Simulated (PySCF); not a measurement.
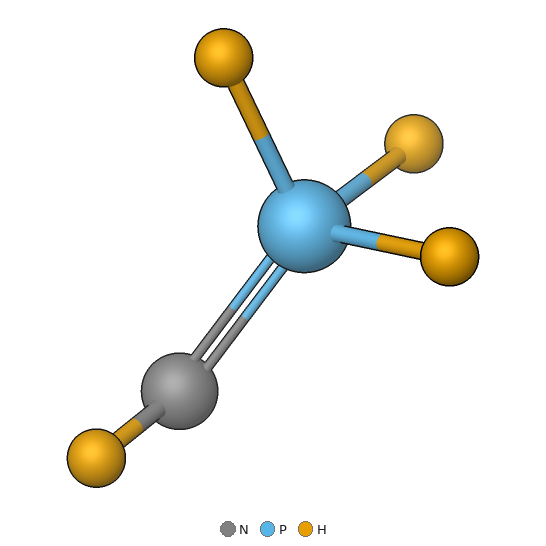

Multiple sticks mark multiple bonds (one Kekulé form).

What is the molecular formula?

Answer. H4NP, 6 atoms: 4 hydrogen, 1 nitrogen and 1 phosphorus.

Give the symmetry (Schoenflies symbol).

Answer. Cs.

How many atoms are distinct by symmetry?

Answer. 5: 1 N, 1 P, 1 H, 2 H, 1 H.

Count the bonded pairs by element.

Answer. 3 P–H, 1 N–P, 1 N–H.

The parts below concern this one geometry. Atoms keep their numbers from picture to picture. The computed structure is the end point of a PBE0-D3(BJ)/def2-SVP optimisation. No frequency run is at hand to confirm it as a minimum.

### NMR shielding

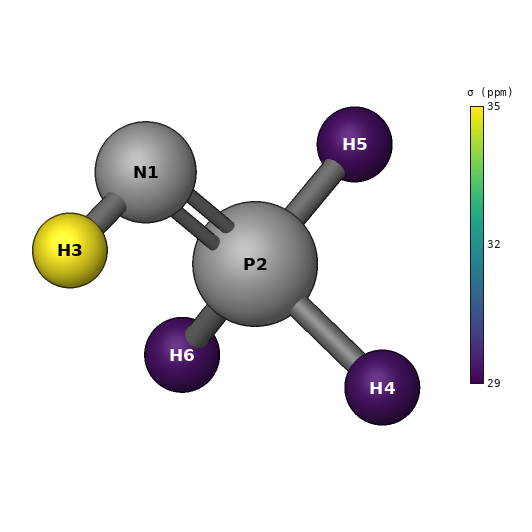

Atoms are coloured by their isotropic NMR shieldings (H only, the others grey). No frequency run is at hand to confirm it as a minimum. Level of theory: GIAO PBE0/STO-3G NMR shielding, non-relativistic, gas phase (PySCF 2.14.0).

List the isotropic NMR shieldings of the H atoms.

```csv
atom,σ (ppm)
H3,34.95
H4,29.29
H5,29.25
H6,29.29
```

### Levels of theory compared

No frequency run is at hand to confirm it as a minimum. Program: PySCF 2.14.0.

At this fixed geometry, give HOMO energy (eV) at these levels: B97-2/pcSseg-2; BHandHLYP/pcSseg-2; CAM-B3LYP/pcSseg-2; LC-wPBE/pcSseg-2; PBE0/6-311+G(2d,p); PBE0/6-31G; PBE0/6-31G*; PBE0/STO-3G; PBE0/def2-SVP; PBE0/def2-TZVP; WP04/pcSseg-2; ωB97X-D/pcSseg-2.

```
             level  HOMO energy (eV)
    B97-2/pcSseg-2             −6.58
BHandHLYP/pcSseg-2             −8.04
CAM-B3LYP/pcSseg-2             −8.20
  LC-wPBE/pcSseg-2             −9.56
PBE0/6-311+G(2d,p)             −6.84
        PBE0/6-31G             −6.24
       PBE0/6-31G*             −6.53
       PBE0/STO-3G             −2.19
     PBE0/def2-SVP             −6.47
    PBE0/def2-TZVP             −6.80
     WP04/pcSseg-2             −7.86
  ωB97X-D/pcSseg-2             −8.70
```

### Bond orders

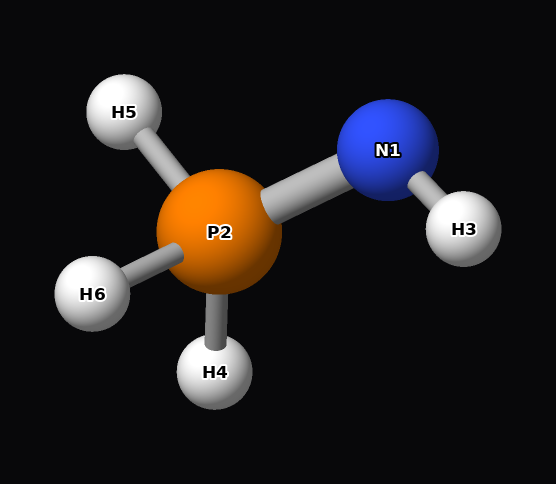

The thickness of each stick grows with its Mayer bond order. No frequency run is at hand to confirm it as a minimum. Level of theory: PBE0/def2-SVP (PySCF 2.14.0).

Which bond has the lowest Mayer bond order?

Answer. P2–H4 and P2–H6, 0.83, at 1.441 Å.

List the Mayer bond orders of N1–P2, N1–H3, P2–H5, P2–H4 (one bond of each equivalent set).

| bond | Mayer order | length (Å) |
| --- | --- | --- |
| N1–P2 | 1.70 | 1.566 |
| N1–H3 | 0.94 | 1.019 |
| P2–H5 | 0.92 | 1.413 |
| P2–H4 | 0.83 | 1.441 |
